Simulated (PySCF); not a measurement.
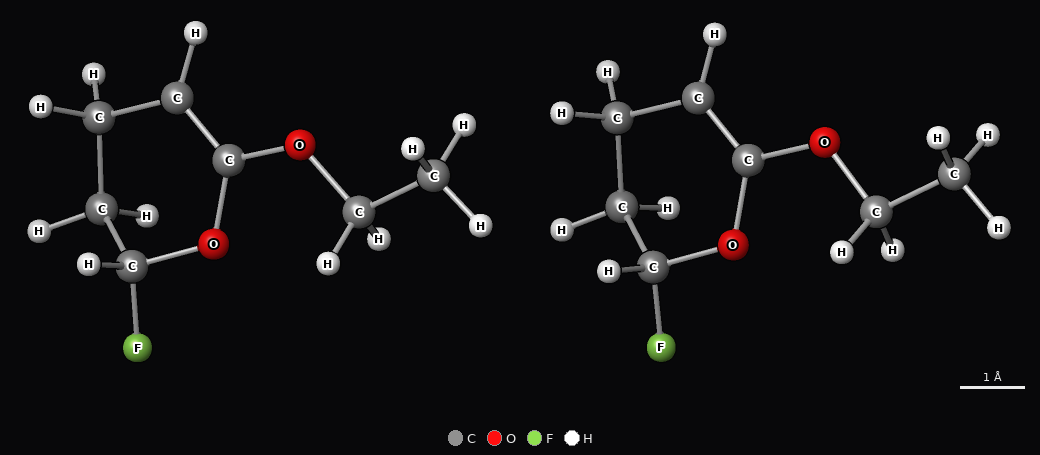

Two geometries of C7H11FO2, drawn at one scale. One is the start of a relaxation, the other its converged end. A ball-and-stick model, seen at a tilt.

All numbers below come from PBE0-D3(BJ)/def2-SVP geometry optimisation, gas phase in PySCF. 

**Which one is relaxed?**

The left one is the relaxed one. The start comes from GFN2-xTB. Its atoms were then displaced at random by about 0.01 Å. The atom that moves furthest after the best rigid fit is an H atom (0.30 Å). Largest moves by element: H 0.30 Å, F 0.14 Å, O 0.12 Å, C 0.09 Å. Near-neighbour distances that change, for instance: C–O 1.400 → 1.335 Å, C–H 1.147 → 1.100 Å, C–H 1.054 → 1.090 Å, C–H 1.065 → 1.100 Å. Bond angles that change, for instance: C–C–H 120.3° → 117.4°, C–C–O 127.2° → 124.3°, F–C–H 105.6° → 108.1°. After 8 geometry steps the energy has fallen by 6.21 kcal/mol.
